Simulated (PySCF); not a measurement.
# Two runs on C$_{2}$H$_{2}$F$_{4}$

System: C$_{2}$H$_{2}$F$_{4}$ (1,1,1,2-tetrafluoroethane).
Method of run 1: GIAO PBE0/pcSseg-1 NMR shielding, non-relativistic, IEF-PCM chloroform (PySCF 2.14.0).

The geometry comes from this level: PBE0-D3(BJ)/def2-SVP. Text and figures count atoms from 1; the logs count them from 0 in places.

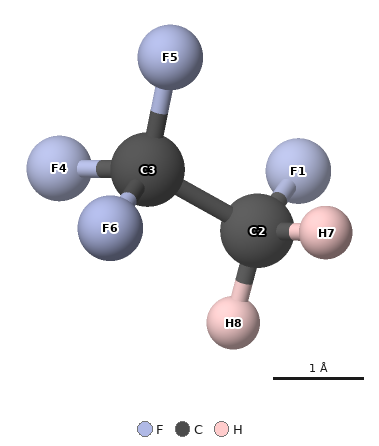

Figure 1. The structure (ball-and-stick view, seen at a tilt; atoms are numbered from 1 in the order of the input). Bond lengths as drawn: C–C 1.51 Å, C–F 1.33 to 1.36 Å and C–H 1.10 Å.

Input, run 1:
```
{"job": {"kind": "nmr", "xc": "PBE0", "basis": "pcSseg-1", "solvent": "chloroform", "pop": false}, "charge": 0, "multiplicity": 1}
F     -0.684935    -1.087689     1.217603
C     -0.350204     0.118875     0.695036
C      0.326545    -0.068033    -0.645747
F     -0.481111    -0.653494    -1.525903
F      1.426194    -0.809756    -0.540191
F      0.673412     1.128514    -1.127904
H      0.347478     0.646855     1.364481
H     -1.251465     0.734793     0.545327
```

The first line tells a small driver script what to run in PySCF; the rest is the geometry in Å.

Command:
```bash
OMP_NUM_THREADS=1 python <driver script> task.json out
```

Hardware: 1 CPU thread, shared host.

Output (run 1):
```
coarse grid: 7760 points
cycle   1  E = -476.0935617706  dE =  9.271e-01  |g| = 9.230e-01  |ddm| = 2.328e+00
cycle   2  E = -475.9520741460  dE =  1.415e-01  |g| = 1.367e+00  |ddm| = 1.008e+00
cycle   3  E = -476.2303583712  dE = -2.783e-01  |g| = 4.019e-02  |ddm| = 6.124e-01
cycle   4  E = -476.2305458124  dE = -1.874e-04  |g| = 2.291e-02  |ddm| = 3.149e-02
cycle   5  E = -476.2306345247  dE = -8.871e-05  |g| = 6.488e-03  |ddm| = 1.459e-02
cycle   6  E = -476.2306404637  dE = -5.939e-06  |g| = 1.700e-03  |ddm| = 3.357e-03
final grid: 79576 points
cycle   7  E = -476.2908763858  dE = -3.816e-05  |g| = 6.631e-03  |ddm| = 1.510e-02
cycle   8  E = -476.2908701261  dE =  6.260e-06  |g| = 9.440e-03  |ddm| = 8.003e-03
cycle   9  E = -476.2908843390  dE = -1.421e-05  |g| = 5.130e-04  |ddm| = 4.318e-03
cycle  10  E = -476.2908843861  dE = -4.704e-08  |g| = 1.536e-04  |ddm| = 4.527e-04
cycle  11  E = -476.2908843900  dE = -3.951e-09  |g| = 3.971e-05  |ddm| = 1.060e-04
cycle  12  E = -476.2908843902  dE = -2.120e-10  |g| = 1.285e-05  |ddm| = 2.670e-05
converged SCF energy = -476.2908843902

GIAO shielding tensors (ppm)
atom      isotropic    diamagn.    paramagn.     s11        s22        s33       span
  0 F      445.721     470.267     -24.546    420.010    434.236    482.917     62.907
  1 C      103.421     243.411    -139.990     81.838     81.939    146.488     64.650
  2 C       56.390     240.870    -184.480     52.104     54.173     62.892     10.787
  3 F      270.157     472.712    -202.555    187.395    275.652    347.424    160.029
  4 F      270.685     472.701    -202.016    187.527    277.094    347.433    159.906
  5 F      271.289     472.821    -201.532    189.805    278.322    345.740    155.936
  6 H       26.550      27.213      -0.664     22.974     26.799     29.876      6.902
  7 H       26.537      27.203      -0.666     23.017     26.747     29.848      6.831
```

Run 2 used a changed input.

The two runs side by side:

```csv
quantity,run 1,run 2
outcome,converged,converged
total energy (hartree),−476.290884,−476.289353
HOMO (eV),−10.30,−10.35
LUMO (eV),1.86,1.74
dipole moment (D),2.30,2.19
shielding of F1 (ppm),445.7,443.6
shielding of C2 (ppm),103.4,103.6
shielding of C3 (ppm),56.4,56.6
shielding of F4 (ppm),270.2,269.3
shielding of F5 (ppm),270.7,269.8
shielding of F6 (ppm),271.3,271.0
shielding of H7 (ppm),26.5,26.7
SCF iterations,12,12
basis functions,112,112
wall time (shared host),16 s,15 s
```

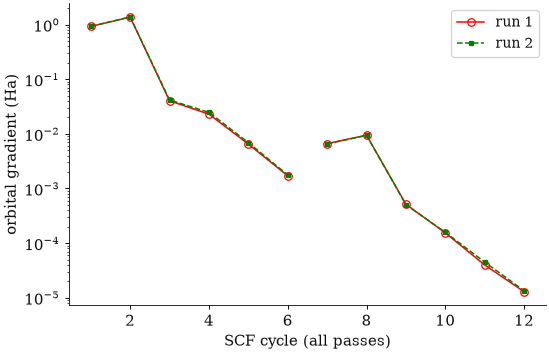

Figure 2. Convergence of the two runs: orbital gradient against the SCF cycle. A break in a curve parts two SCF passes (coarse and final grid). Run 1 takes 12 cycles in all, and run 2 takes 12.

What was changed in the input?

The change (lines with − go, lines with + come):
```diff
-"solvent": "chloroform"
+"solvent": "benzene"
```

The total energy of run 2 is 1.0 kcal/mol higher: the change of the electrostatic solvation energy at this fixed geometry, without cavity or dispersion terms. The HOMO goes from −10.30 to −10.35 eV. The LUMO goes from 1.86 to 1.74 eV. The dipole moment goes from 2.30 to 2.19 D. Of all shieldings, the largest change is that of F1, by −2.1 ppm. The number of SCF iterations is the same.

Output (run 2):
```
coarse grid: 7760 points
cycle   1  E = -476.0907131315  dE =  9.299e-01  |g| = 9.268e-01  |ddm| = 2.328e+00
cycle   2  E = -475.9444577572  dE =  1.463e-01  |g| = 1.382e+00  |ddm| = 1.024e+00
cycle   3  E = -476.2288031662  dE = -2.843e-01  |g| = 4.151e-02  |ddm| = 6.236e-01
cycle   4  E = -476.2289955930  dE = -1.924e-04  |g| = 2.473e-02  |ddm| = 3.268e-02
cycle   5  E = -476.2290978466  dE = -1.023e-04  |g| = 6.903e-03  |ddm| = 1.544e-02
cycle   6  E = -476.2291043683  dE = -6.522e-06  |g| = 1.767e-03  |ddm| = 3.615e-03
final grid: 79576 points
cycle   7  E = -476.2893452355  dE = -3.822e-05  |g| = 6.536e-03  |ddm| = 1.505e-02
cycle   8  E = -476.2893389565  dE =  6.279e-06  |g| = 9.372e-03  |ddm| = 7.929e-03
cycle   9  E = -476.2893529308  dE = -1.397e-05  |g| = 5.028e-04  |ddm| = 4.304e-03
cycle  10  E = -476.2893529757  dE = -4.496e-08  |g| = 1.574e-04  |ddm| = 4.559e-04
cycle  11  E = -476.2893529798  dE = -4.081e-09  |g| = 4.475e-05  |ddm| = 1.104e-04
cycle  12  E = -476.2893529801  dE = -2.616e-10  |g| = 1.342e-05  |ddm| = 2.858e-05
converged SCF energy = -476.2893529801

GIAO shielding tensors (ppm)
atom      isotropic    diamagn.    paramagn.     s11        s22        s33       span
  0 F      443.605     470.044     -26.439    418.706    432.087    480.022     61.315
  1 C      103.553     243.343    -139.791     81.872     82.408    146.378     64.506
  2 C       56.572     240.777    -184.205     52.109     54.334     63.272     11.163
  3 F      269.277     472.591    -203.315    186.688    274.415    346.728    160.040
  4 F      269.773     472.577    -202.803    186.784    275.832    346.704    159.920
  5 F      270.995     472.785    -201.790    189.604    277.899    345.483    155.879
  6 H       26.660      27.340      -0.679     23.096     26.922     29.963      6.867
  7 H       26.648      27.329      -0.682     23.139     26.870     29.934      6.795
```
